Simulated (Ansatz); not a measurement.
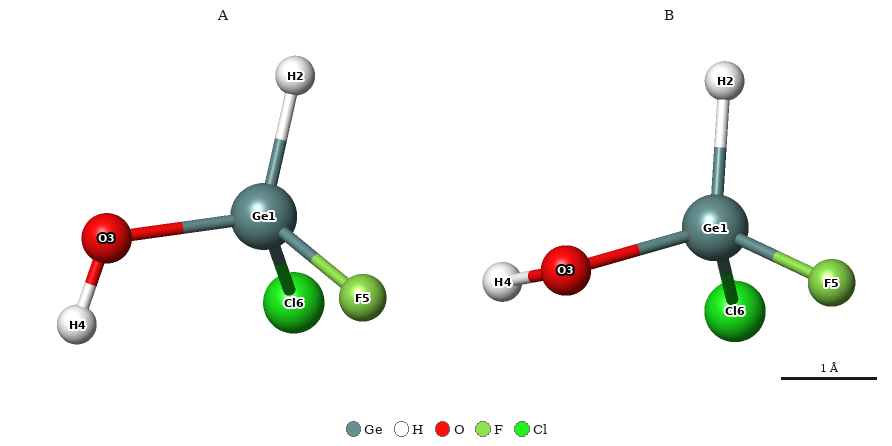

Two geometries of GeH2OClF, drawn at one scale. One is the start of a relaxation, the other its converged end. A ball-and-stick model, seen from a free direction.

Level of theory: Ansatz 0.2.0, RKS PBE0-D4/def2-SVP. Settings: no spin polarisation; force threshold 0.02 eV/Å; at most 40 steps.

**Which one is relaxed?**

Structure A is the relaxed one. The run prepares the start of a later molecular dynamics calculation, from a guessed geometry. H4 moves most after the best rigid fit: 0.63 Å. Largest moves by element: H 0.63 Å, O 0.46 Å, F 0.29 Å, Ge 0.17 Å, Cl 0.10 Å. Among the contacts that change: Ge1–Cl6 2.218 → 2.140 Å, Ge1–F5 1.679 → 1.730 Å, O3–H4 1.010 → 0.965 Å, Ge1–H2 1.550 → 1.520 Å. Among the angles between lasting bonds that change: Ge1–O3–H4 109.5° → 114.0°, F5–Ge1–Cl6 109.5° → 105.1°, H2–Ge1–Cl6 109.5° → 113.2°. Groups turn about Ge1–O3 by about 80°. After 8 geometry steps the energy has fallen by 5.64 kcal/mol. The largest force component goes from 2.2 to 0.017 eV/Å.
